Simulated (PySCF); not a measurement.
# CuP: from the state search to spectroscopic constants

Aim: find the lowest electronic state of CuP, scan its bond at several levels of theory, and get bond length, wavenumber and dissociation energy from each curve.

Program: PySCF 2.14.0. Level of theory: Cu def2-TZVPP, P def2-TZVPP, no relativity. These are calculated values, not measurements.

### 1 The job

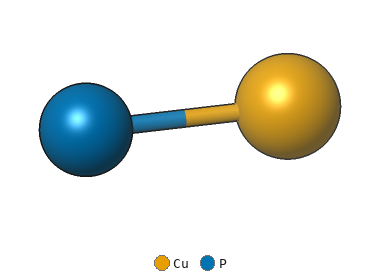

The two atoms at the starting distance (copper amber, phosphorus blue).

The job is set up so:

```
atoms                         : Cu, P
charge                        : 0
basis                         : Cu def2-TZVPP, P def2-TZVPP
Hamiltonian                   : no relativity
basis functions               : 106
electrons treated             : 44
masses in u                   : 62.9296, 30.9738
levels                        : PBE0, PBE, r²SCAN, BP86, B2PLYP, r²SCAN0, PW91, ωB97X, HF, MP2, SCS-MP2, CCSD, CCSD(T)
grid                          : 80 radial by 434 angular points
occupations                   : held fixed by the projection of orbital angular momentum
dissociation limit            : Cu + P, each in its ground configuration
starting distance in angstrom : 2.200
values of 2S to try           : 0, 2, 4, 6
```

On the command line:

```
$ OMP_NUM_THREADS=2 python dia.py task.json out
```

After the search, every level is run at each distance in turn; below they are sorted by level.

### 2 State search with unrestricted PBE0

At the starting distance of 2.200 Å the search finds these solutions (others can lie among them):

| 2Ms+1 | unpaired | term | E (eV) | ⟨S²⟩ | ⟨Lz²⟩ | μ (D) |
| --- | --- | --- | --- | --- | --- | --- |
| 3 | π ↑↑ | ³Σ⁻ | 0.00 | 2.01 | 0.00 | -3.13 |
| 1 | π ↑↓ | not assigned | 0.31 | 1.01 | 2.03 | -3.17 |
| 1 | none | not assigned | 1.36 | 0.00 | 2.01 | -3.26 |
| 3 | σ ↑, π ↑ | ³Π | 1.71 | 2.02 | 1.02 | -4.44 |
| 1 | σ ↓, π ↑ | not assigned | 1.94 | 1.02 | 1.01 | -4.42 |
| 5 | σ ↑↑, π ↑↑ | ⁵Σ⁻ | 2.13 | 6.01 | 0.00 | 1.36 |
| 3 | σ ↑, π ↑ | ³Π | 2.69 | 2.30 | 1.01 | 1.64 |
| 1 | σ ↑, π ↓ | not assigned | 2.75 | 1.32 | 1.01 | 1.59 |
| 5 | σ ↑, π ↑↑, δ ↑ | ⁵Δ | 3.58 | 6.01 | 4.00 | -0.73 |
| 5 | σ ↑, π ↑↑↑ | ⁵Π | 3.61 | 6.01 | 1.00 | -0.65 |

10 of 14 solutions are listed, lowest first.

A term symbol stands only where ⟨S²⟩ and ⟨Lz²⟩ are near those of a pure state. A positive dipole means Cu(−)P(+).

The most promising solutions are followed along the bond (rough minima from three points):

| 2Ms+1 | unpaired | R at minimum (Å) | energy at minimum (eV) |
| --- | --- | --- | --- |
| 3 | π ↑↑ | 2.16 | 0.00 |
| 1 | π ↑↓ | 2.15 | 0.30 |
| 1 | none | 2.12 | 1.34 |
| 5 | σ ↑↑, π ↑↑ | not bracketed | ≤ 2.08 |

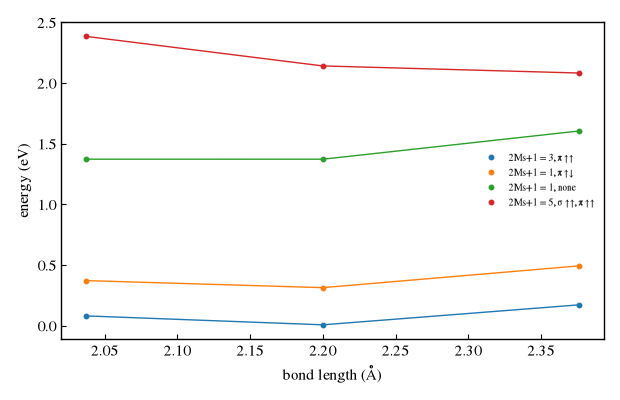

The followed solutions along the bond.

The search made 18 SCF attempts at the starting distance; with the short scans it took 96 s of wall time (2 threads of Arm Neoverse V1, shared host).

### 3 The PBE0 curve of the state that the search chose

State followed: ³Σ⁻ (triplet), unpaired electrons π ↑↑. The scan is laid around 2.162 Å.

The SCF at the reference distance, 2.162 Å, printed:

```text
******** <class 'pyscf.dft.uks_symm.SymAdaptedUKS'> ********
method = SymAdaptedUKS
initial guess = minao
damping factor = 0
level_shift factor = 0
DIIS = <class 'pyscf.scf.diis.CDIIS'>
diis_start_cycle = 1
diis_space = 10
diis_damp = 0
SCF conv_tol = 1e-09
SCF conv_tol_grad = None
SCF max_cycles = 60
direct_scf = False
max_memory 4200 MB (current use 863 MB)
number electrons alpha = 23  beta = 21
XC library pyscf.dft.libxc version 7.0.0
    S. Lehtola, C. Steigemann, M. J.T. Oliveira, and M. A.L. Marques.,  SoftwareX 7, 1–5 (2018)
XC functionals = PBE0
    C. Adamo and V. Barone.,  J. Chem. Phys. 110, 6158 (1999)
    M. Ernzerhof and G. E. Scuseria.,  J. Chem. Phys. 110, 5029 (1999)
small_rho_cutoff = 0
Overwritten attributes  get_hcore get_k get_j get_occ get_jk  of <class 'pyscf.dft.uks_symm.SymAdaptedUKS'>
<class 'pyscf.dft.uks_symm.SymAdaptedUKS'> does not have attributes  refdm
Set gradient conv threshold to 3.16228e-05
init E= -1981.46209260228
cycle= 1 E= -1981.45545851668  delta_E= 0.00663  |g|= 0.0177  |ddm|= 0.023
cycle= 2 E= -1981.45493254987  delta_E= 0.000526  |g|= 0.0583  |ddm|= 0.0334
cycle= 3 E= -1981.45553612944  delta_E= -0.000604  |g|= 0.00334  |ddm|= 0.0181
cycle= 4 E= -1981.45554112125  delta_E= -4.99e-06  |g|= 0.00028  |ddm|= 0.00324
cycle= 5 E= -1981.45554127209  delta_E= -1.51e-07  |g|= 0.000346  |ddm|= 0.00081
cycle= 6 E= -1981.4555413152  delta_E= -4.31e-08  |g|= 0.000232  |ddm|= 0.000426
cycle= 7 E= -1981.4555413516  delta_E= -3.64e-08  |g|= 4.5e-05  |ddm|= 0.000358
cycle= 8 E= -1981.45554135937  delta_E= -7.78e-09  |g|= 2.12e-05  |ddm|= 0.000228
cycle= 9 E= -1981.45554136145  delta_E= -2.08e-09  |g|= 6.31e-06  |ddm|= 0.000152
cycle= 10 E= -1981.45554136164  delta_E= -1.84e-10  |g|= 1.28e-06  |ddm|= 5.67e-05
Extra cycle  E= -1981.45554136164  delta_E= -2.27e-12  |g|= 2.73e-06  |ddm|= 2.99e-06
converged SCF energy = -1981.45554136164  <S^2> = 2.0131787  2S+1 = 3.008773
```

The curve and what changes along it:

| R (Å) | E (eV) | μ (D) | Mulliken charge of Cu (e) | Mayer bond order | ⟨S²⟩ | HOMO (eV) | LUMO (eV) |
| --- | --- | --- | --- | --- | --- | --- | --- |
| 1.8593 | 0.6764 | -2.94 | 0.36 | 1.62 | 2.01 | -6.43 | -2.69 |
| 1.9458 | 0.2949 | -3.01 | 0.27 | 1.54 | 2.01 | -6.42 | -2.62 |
| 2.0323 | 0.0893 | -3.06 | 0.21 | 1.45 | 2.01 | -6.40 | -2.56 |
| 2.0971 | 0.0184 | -3.09 | 0.18 | 1.39 | 2.01 | -6.37 | -2.52 |
| 2.1620 | 0.0000 | -3.11 | 0.17 | 1.33 | 2.01 | -6.34 | -2.48 |
| 2.2269 | 0.0216 | -3.13 | 0.17 | 1.27 | 2.02 | -6.31 | -2.44 |
| 2.3133 | 0.0957 | -3.14 | 0.17 | 1.21 | 2.02 | -6.27 | -2.40 |
| 2.4214 | 0.2374 | -3.15 | 0.17 | 1.14 | 2.03 | -6.20 | -2.41 |
| 2.5512 | 0.4484 | -3.15 | 0.17 | 1.07 | 2.04 | -6.11 | -2.51 |
| 2.7241 | 0.7547 | -3.07 | 0.17 | 0.99 | 2.08 | -5.98 | -2.63 |

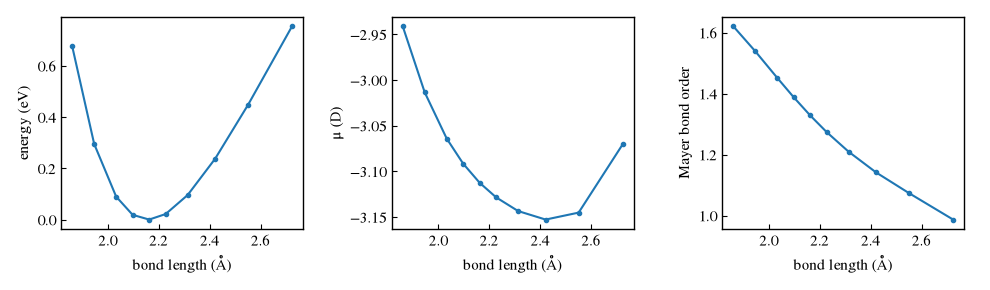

The PBE0 energy and properties against bond length.

The fit gives Re = 2.156 Å, ωe = 356 cm⁻¹, ωexe = 1.46 cm⁻¹, αe = 0.00108 cm⁻¹, Be = 0.1747 cm⁻¹, De = 2.07 eV, μ = -3.11 D.

Orbitals nearest the gap at 2.162 Å:

| spin | orbital | ε (eV) | filled | made of |
| --- | --- | --- | --- | --- |
| β | π | -8.51 | yes | Cu d 97 % |
| β | π | -8.51 | yes | Cu d 97 % |
| α | δ | -8.45 | yes | Cu d 100 % |
| α | δ | -8.45 | yes | Cu d 100 % |
| β | δ | -8.38 | yes | Cu d 100 % |
| β | δ | -8.38 | yes | Cu d 100 % |
| α | σ | -6.79 | yes | P p 51 %, Cu s 32 %, Cu d 14 % |
| α | π | -6.48 | yes | P p 86 %, Cu d 10 % |
| α | π | -6.48 | yes | P p 86 %, Cu d 10 % |
| β | σ | -6.34 | yes | P p 49 %, Cu s 40 % |
| β | π | -2.48 | no | P p 85 %, Cu p 13 % |
| β | π | -2.48 | no | P p 85 %, Cu p 13 % |
| α | σ | -2.24 | no | Cu s 67 %, P p 17 %, Cu p 16 % |
| α | π | 1.02 | no | Cu p 88 % |

Polarisability there: 82.7 bohr³ along the bond, 39.9 across it. Without diffuse functions these come out too small, above all across the bond.

### 4 Fields at the reference distance

Orbitals, density, ELF and potential are computed afterwards from the orbital file.

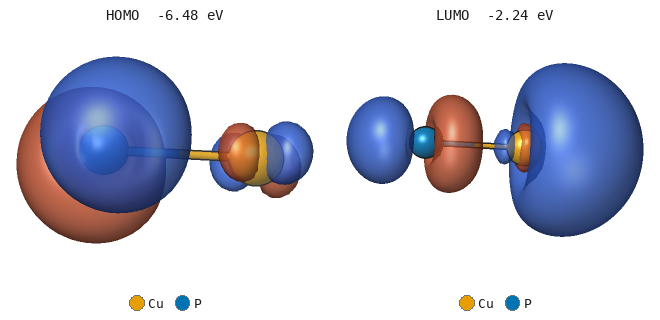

Frontier orbitals at PBE0 (alpha spin); each surface holds 70 % of the orbital's density, blue and red mark the sign.

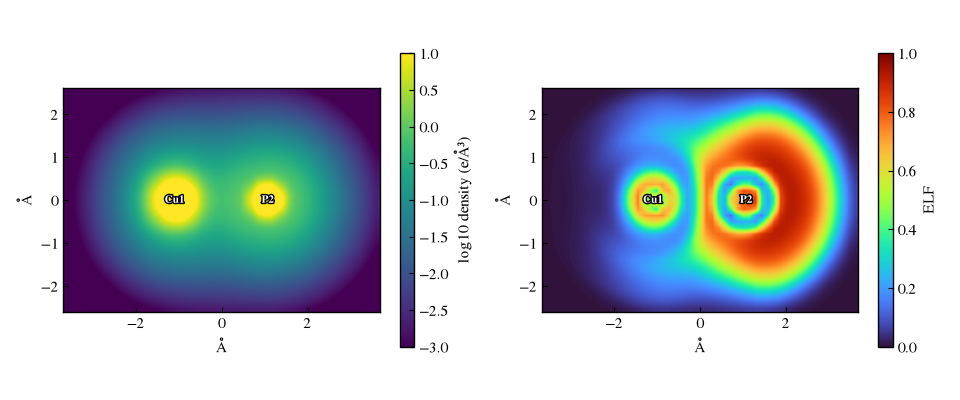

Density (left) and ELF (right) in a plane through or near 2 of the atoms.

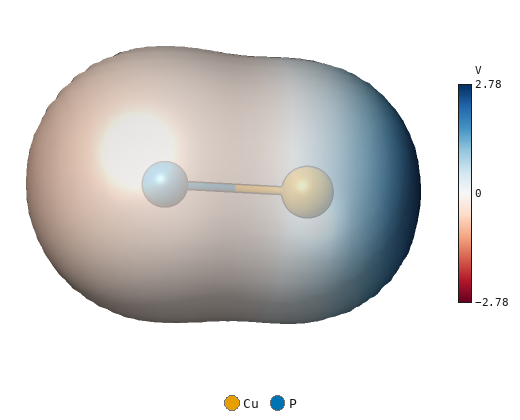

Electrostatic potential on the surface of density 0.002 e/bohr³; red is low, blue high. It runs, from the 1st to the 99th percentile, from -0.69 V near P2 to 2.78 V near Cu1.

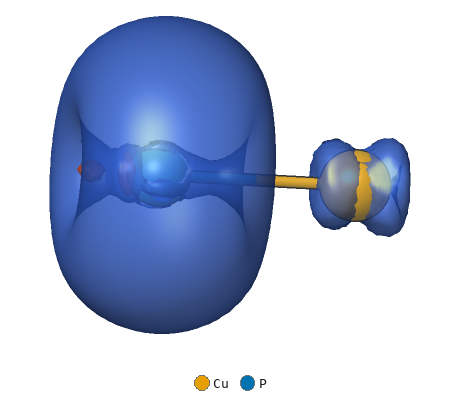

Spin density at ±0.03 e/Å³ (alpha excess blue, beta excess red).

### 5 Higher solutions at PBE0

State 2: Ms = 0 determinant of mixed spin (⟨S²⟩ = 1.01), unpaired electrons π ↑↓, an excited solution.

The SCF at the reference distance, 2.162 Å, printed:

```text
[... 13 set-up lines left out, the same as in an earlier log ...]
max_memory 4200 MB (current use 887 MB)
number electrons alpha = 22  beta = 22
[... 7 set-up lines left out, the same as in an earlier log ...]
init E= -1981.45110531429
cycle= 1 E= -1981.44431179859  delta_E= 0.00679  |g|= 0.0199  |ddm|= 0.0235
cycle= 2 E= -1981.44361074364  delta_E= 0.000701  |g|= 0.0667  |ddm|= 0.0371
cycle= 3 E= -1981.44440623003  delta_E= -0.000795  |g|= 0.00357  |ddm|= 0.0209
cycle= 4 E= -1981.44441175458  delta_E= -5.52e-06  |g|= 0.000281  |ddm|= 0.00336
cycle= 5 E= -1981.44441183273  delta_E= -7.82e-08  |g|= 0.000359  |ddm|= 0.000652
cycle= 6 E= -1981.44441184995  delta_E= -1.72e-08  |g|= 0.000253  |ddm|= 0.000304
cycle= 7 E= -1981.44441187189  delta_E= -2.19e-08  |g|= 2.11e-05  |ddm|= 0.000238
cycle= 8 E= -1981.44441187225  delta_E= -3.59e-10  |g|= 6.41e-06  |ddm|= 2.89e-05
Extra cycle  E= -1981.44441187224  delta_E= 3.18e-12  |g|= 1.42e-05  |ddm|= 1.05e-05
converged SCF energy = -1981.44441187224  <S^2> = 1.0131703  2S+1 = 2.247817
```

Re = 2.147 Å, ωe = 362 cm⁻¹; the determinant mixes terms (⟨S²⟩ = 1.01, ⟨Lz²⟩ = 2.03), so these belong to no real state. Its minimum lies 0.30 eV above that of the lowest state.

State 3: singlet, one real π or δ orbital doubly filled (a mixture of terms), an excited solution.

Log of the SCF at 2.162 Å:

```text
[... 22 set-up lines left out, the same as in an earlier log ...]
init E= -1981.41316986304
cycle= 1 E= -1981.4058496902  delta_E= 0.00732  |g|= 0.0237  |ddm|= 0.0248
cycle= 2 E= -1981.40463055559  delta_E= 0.00122  |g|= 0.0852  |ddm|= 0.0454
cycle= 3 E= -1981.40598028221  delta_E= -0.00135  |g|= 0.00435  |ddm|= 0.0278
cycle= 4 E= -1981.40598762465  delta_E= -7.34e-06  |g|= 0.000336  |ddm|= 0.00356
cycle= 5 E= -1981.40598765344  delta_E= -2.88e-08  |g|= 0.000503  |ddm|= 0.000494
cycle= 6 E= -1981.40598770988  delta_E= -5.64e-08  |g|= 6.05e-05  |ddm|= 0.000332
cycle= 7 E= -1981.40598771088  delta_E= -1e-09  |g|= 3.5e-05  |ddm|= 7e-05
cycle= 8 E= -1981.40598771151  delta_E= -6.33e-10  |g|= 3.95e-06  |ddm|= 4.32e-05
Extra cycle  E= -1981.40598771153  delta_E= -1.96e-11  |g|= 4.09e-06  |ddm|= 1.13e-05
converged SCF energy = -1981.40598771153  <S^2> = 2.6962255e-10  2S+1 = 1
```

Re = 2.114 Å, ωe = 385 cm⁻¹; the determinant mixes terms (⟨S²⟩ = 0.00, ⟨Lz²⟩ = 2.01), so these belong to no real state. Its minimum lies 1.34 eV above that of the lowest state.

State 4: ⁵Σ⁻ (quintet), unpaired electrons σ ↑↑, π ↑↑, an excited solution.

Output of the SCF at 2.162 Å:

```text
[... 14 set-up lines left out, the same as in an earlier log ...]
number electrons alpha = 24  beta = 20
[... 7 set-up lines left out, the same as in an earlier log ...]
init E= -1981.38083561423
cycle= 1 E= -1981.37547738902  delta_E= 0.00536  |g|= 0.0157  |ddm|= 0.0297
cycle= 2 E= -1981.37493582502  delta_E= 0.000542  |g|= 0.0576  |ddm|= 0.0269
cycle= 3 E= -1981.37552459727  delta_E= -0.000589  |g|= 0.00209  |ddm|= 0.0199
cycle= 4 E= -1981.37552649689  delta_E= -1.9e-06  |g|= 0.000957  |ddm|= 0.00285
cycle= 5 E= -1981.37552707381  delta_E= -5.77e-07  |g|= 0.000223  |ddm|= 0.00104
cycle= 6 E= -1981.37552728603  delta_E= -2.12e-07  |g|= 0.000509  |ddm|= 0.00116
cycle= 7 E= -1981.37552742451  delta_E= -1.38e-07  |g|= 0.00026  |ddm|= 0.000709
cycle= 8 E= -1981.37552748781  delta_E= -6.33e-08  |g|= 0.000129  |ddm|= 0.000777
cycle= 9 E= -1981.37552749971  delta_E= -1.19e-08  |g|= 8.1e-06  |ddm|= 0.000423
cycle= 10 E= -1981.37552749978  delta_E= -7.14e-11  |g|= 1.62e-06  |ddm|= 3e-05
Extra cycle  E= -1981.37552749978  delta_E= -1.36e-12  |g|= 5.28e-06  |ddm|= 3.71e-06
converged SCF energy = -1981.37552749978  <S^2> = 6.0053147  2S+1 = 5.0021254
```

Re = 2.382 Å, ωe = 172.8 cm⁻¹, Be = 0.1431 cm⁻¹, μ = 1.15 D. Its minimum lies 2.08 eV above that of the lowest state.

Energy (eV) from the lowest point of the lowest state:

| R (Å) | lowest | state 2 | state 3 | state 4 |
| --- | --- | --- | --- | --- |
| 1.859 | 0.676 | 0.949 | 1.885 | 3.108 |
| 1.946 | 0.295 | 0.577 | 1.543 | 2.673 |
| 2.032 | 0.089 | 0.380 | 1.379 | 2.398 |
| 2.097 | 0.018 | 0.315 | 1.338 | 2.265 |
| 2.162 | 0.000 | 0.303 | 1.348 | 2.177 |
| 2.227 | 0.022 | 0.330 | 1.398 | 2.124 |
| 2.313 | 0.096 | 0.412 | 1.506 | 2.090 |
| 2.421 | 0.237 | 0.562 | 1.686 | 2.086 |
| 2.551 | 0.448 | 0.784 | 1.936 | 2.105 |
| 2.724 | 0.755 | 1.110 | 2.290 | 2.134 |

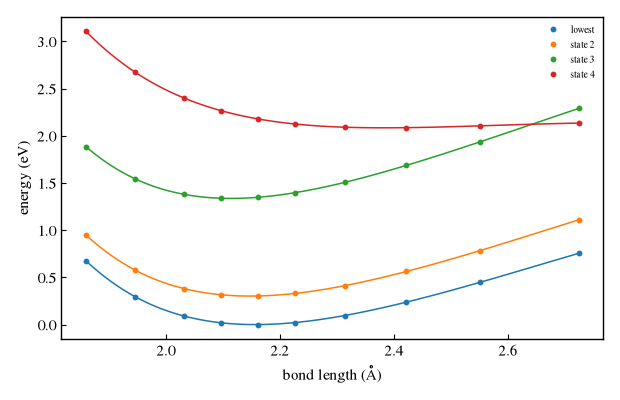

PBE0 curves of the followed states.

### 6 PBE (GGA)

Output of the SCF at 2.162 Å:

```text
[... 17 set-up lines left out, the same as in an earlier log ...]
XC functionals = PBE
    J. P. Perdew, K. Burke, and M. Ernzerhof.,  Phys. Rev. Lett. 77, 3865 (1996)
    J. P. Perdew, K. Burke, and M. Ernzerhof.,  Phys. Rev. Lett. 78, 1396 (1997)
    J. P. Perdew, K. Burke, and M. Ernzerhof.,  Phys. Rev. Lett. 77, 3865 (1996)
    J. P. Perdew, K. Burke, and M. Ernzerhof.,  Phys. Rev. Lett. 78, 1396 (1997)
[... 2 set-up lines left out, the same as in an earlier log ...]
init E= -1981.43204408791
cycle= 1 E= -1981.40155989356  delta_E= 0.0305  |g|= 0.436  |ddm|= 0.271
cycle= 2 E= -1981.01298768944  delta_E= 0.389  |g|= 1.55  |ddm|= 0.705
cycle= 3 E= -1981.43283192265  delta_E= -0.42  |g|= 0.136  |ddm|= 0.585
cycle= 4 E= -1981.43170727194  delta_E= 0.00112  |g|= 0.0936  |ddm|= 0.181
cycle= 5 E= -1981.43734125292  delta_E= -0.00563  |g|= 0.0284  |ddm|= 0.134
cycle= 6 E= -1981.43758694675  delta_E= -0.000246  |g|= 0.00132  |ddm|= 0.0201
cycle= 7 E= -1981.43758858272  delta_E= -1.64e-06  |g|= 0.000217  |ddm|= 0.00204
cycle= 8 E= -1981.43758859761  delta_E= -1.49e-08  |g|= 6.56e-05  |ddm|= 0.000197
cycle= 9 E= -1981.43758859916  delta_E= -1.55e-09  |g|= 9.46e-06  |ddm|= 7.26e-05
cycle= 10 E= -1981.43758859925  delta_E= -8.87e-11  |g|= 5.06e-06  |ddm|= 2.77e-05
Extra cycle  E= -1981.4375885991  delta_E= 1.48e-10  |g|= 2.37e-05  |ddm|= 2.35e-05
converged SCF energy = -1981.4375885991  <S^2> = 2.0100924  2S+1 = 3.0067208
```

Re = 2.130 Å, ωe = 374 cm⁻¹, ωexe = 1.62 cm⁻¹, αe = 0.00112 cm⁻¹, Be = 0.1790 cm⁻¹, De = 2.44 eV, μ = -2.42 D. 30 s of CPU time for 12 points, integrals apart.

### 7 r²SCAN (meta-GGA)

The SCF at the reference distance, 2.162 Å, printed:

```text
[... 17 set-up lines left out, the same as in an earlier log ...]
XC functionals = R2SCAN
    J. W. Furness, A. D. Kaplan, J. Ning, J. P. Perdew, and J. Sun.,  J. Phys. Chem. Lett. 11, 8208-8215 (2020)
    J. W. Furness, A. D. Kaplan, J. Ning, J. P. Perdew, and J. Sun.,  J. Phys. Chem. Lett. 11, 9248-9248 (2020)
    J. W. Furness, A. D. Kaplan, J. Ning, J. P. Perdew, and J. Sun.,  J. Phys. Chem. Lett. 11, 8208-8215 (2020)
    J. W. Furness, A. D. Kaplan, J. Ning, J. P. Perdew, and J. Sun.,  J. Phys. Chem. Lett. 11, 9248-9248 (2020)
[... 2 set-up lines left out, the same as in an earlier log ...]
init E= -1981.79002013266
cycle= 1 E= -1981.78780882036  delta_E= 0.00221  |g|= 0.156  |ddm|= 0.161
cycle= 2 E= -1981.72353749515  delta_E= 0.0643  |g|= 0.616  |ddm|= 0.265
cycle= 3 E= -1981.79228036089  delta_E= -0.0687  |g|= 0.0252  |ddm|= 0.21
cycle= 4 E= -1981.79226151703  delta_E= 1.88e-05  |g|= 0.0207  |ddm|= 0.0384
cycle= 5 E= -1981.79247886077  delta_E= -0.000217  |g|= 0.00423  |ddm|= 0.0239
cycle= 6 E= -1981.79248459316  delta_E= -5.73e-06  |g|= 0.000304  |ddm|= 0.00345
cycle= 7 E= -1981.79248484571  delta_E= -2.53e-07  |g|= 0.000216  |ddm|= 0.00126
cycle= 8 E= -1981.79248491195  delta_E= -6.62e-08  |g|= 5.72e-05  |ddm|= 0.000953
cycle= 9 E= -1981.79248491484  delta_E= -2.89e-09  |g|= 2.24e-05  |ddm|= 0.000163
cycle= 10 E= -1981.7924849153  delta_E= -4.62e-10  |g|= 4.63e-06  |ddm|= 6.98e-05
Extra cycle  E= -1981.79248491527  delta_E= 3.27e-11  |g|= 1.54e-05  |ddm|= 7.55e-06
converged SCF energy = -1981.79248491527  <S^2> = 2.0130019  2S+1 = 3.0086554
```

Re = 2.112 Å, ωe = 385 cm⁻¹, ωexe = 1.66 cm⁻¹, αe = 0.00112 cm⁻¹, Be = 0.1821 cm⁻¹, De = 2.36 eV, μ = -2.85 D. 44 s of CPU time for 12 points, integrals apart.

### 8 BP86

The SCF at the reference distance, 2.162 Å, printed:

```text
[... 13 set-up lines left out, the same as in an earlier log ...]
max_memory 4200 MB (current use 908 MB)
[... 3 set-up lines left out, the same as in an earlier log ...]
XC functionals = B88,P86
    A. D. Becke.,  Phys. Rev. A 38, 3098 (1988)
    J. P. Perdew.,  Phys. Rev. B 33, 8822 (1986)
[... 2 set-up lines left out, the same as in an earlier log ...]
init E= -1982.12622325019
cycle= 1 E= -1982.09896975574  delta_E= 0.0273  |g|= 0.422  |ddm|= 0.294
cycle= 2 E= -1981.73569669596  delta_E= 0.363  |g|= 1.51  |ddm|= 0.658
cycle= 3 E= -1982.12813931229  delta_E= -0.392  |g|= 0.124  |ddm|= 0.549
cycle= 4 E= -1982.12644344627  delta_E= 0.0017  |g|= 0.0971  |ddm|= 0.187
cycle= 5 E= -1982.13218204069  delta_E= -0.00574  |g|= 0.0269  |ddm|= 0.135
cycle= 6 E= -1982.13240361699  delta_E= -0.000222  |g|= 0.00147  |ddm|= 0.0194
cycle= 7 E= -1982.13240581878  delta_E= -2.2e-06  |g|= 0.000188  |ddm|= 0.00225
cycle= 8 E= -1982.13240583888  delta_E= -2.01e-08  |g|= 7.04e-05  |ddm|= 0.000224
cycle= 9 E= -1982.13240584078  delta_E= -1.9e-09  |g|= 1.22e-05  |ddm|= 7.82e-05
cycle= 10 E= -1982.13240584087  delta_E= -9.41e-11  |g|= 4.75e-06  |ddm|= 2.37e-05
Extra cycle  E= -1982.13240584076  delta_E= 1.15e-10  |g|= 2.37e-05  |ddm|= 1.75e-05
converged SCF energy = -1982.13240584076  <S^2> = 2.0085692  2S+1 = 3.0057074
```

Re = 2.128 Å, ωe = 375 cm⁻¹, ωexe = 1.62 cm⁻¹, αe = 0.00112 cm⁻¹, Be = 0.1794 cm⁻¹, De = 2.46 eV, μ = -2.35 D. 19 s of CPU time for 12 points, integrals apart.

### 9 B2PLYP

The SCF at the reference distance, 2.162 Å, printed:

```text
[... 17 set-up lines left out, the same as in an earlier log ...]
XC functionals = 0.53*HF + 0.47*B88, 0.73*LYP
[... 1 set-up line left out, the same as in an earlier log ...]
    C. Lee, W. Yang, and R. G. Parr.,  Phys. Rev. B 37, 785 (1988)
    B. Miehlich, A. Savin, H. Stoll, and H. Preuss.,  Chem. Phys. Lett. 157, 200 (1989)
[... 2 set-up lines left out, the same as in an earlier log ...]
init E= -1981.21837049157
cycle= 1 E= -1981.2201772184  delta_E= -0.00181  |g|= 0.119  |ddm|= 0.131
cycle= 2 E= -1981.21094416443  delta_E= 0.00923  |g|= 0.273  |ddm|= 0.128
cycle= 3 E= -1981.22253766138  delta_E= -0.0116  |g|= 0.00521  |ddm|= 0.0724
cycle= 4 E= -1981.22256883636  delta_E= -3.12e-05  |g|= 0.00306  |ddm|= 0.011
cycle= 5 E= -1981.22257672919  delta_E= -7.89e-06  |g|= 0.000674  |ddm|= 0.0056
cycle= 6 E= -1981.22257735802  delta_E= -6.29e-07  |g|= 0.000398  |ddm|= 0.00173
cycle= 7 E= -1981.22257742001  delta_E= -6.2e-08  |g|= 7.19e-05  |ddm|= 0.000388
cycle= 8 E= -1981.22257742872  delta_E= -8.71e-09  |g|= 4.33e-05  |ddm|= 0.000152
cycle= 9 E= -1981.22257743275  delta_E= -4.03e-09  |g|= 2.03e-05  |ddm|= 0.000109
cycle= 10 E= -1981.22257743573  delta_E= -2.99e-09  |g|= 1.25e-05  |ddm|= 0.000136
cycle= 11 E= -1981.22257743675  delta_E= -1.01e-09  |g|= 2.56e-06  |ddm|= 0.000118
cycle= 12 E= -1981.22257743679  delta_E= -4.27e-11  |g|= 8.75e-07  |ddm|= 2.29e-05
Extra cycle  E= -1981.22257743679  delta_E= -3.64e-12  |g|= 6.17e-07  |ddm|= 2.42e-06
converged SCF energy = -1981.22257743679  <S^2> = 2.0162632  2S+1 = 3.0108226
```

Re = 2.147 Å, ωe = 357 cm⁻¹, ωexe = 1.44 cm⁻¹, αe = 0.00111 cm⁻¹, Be = 0.1761 cm⁻¹, De = 2.02 eV, μ = -3.59 D.

[end of part 1 of 2]
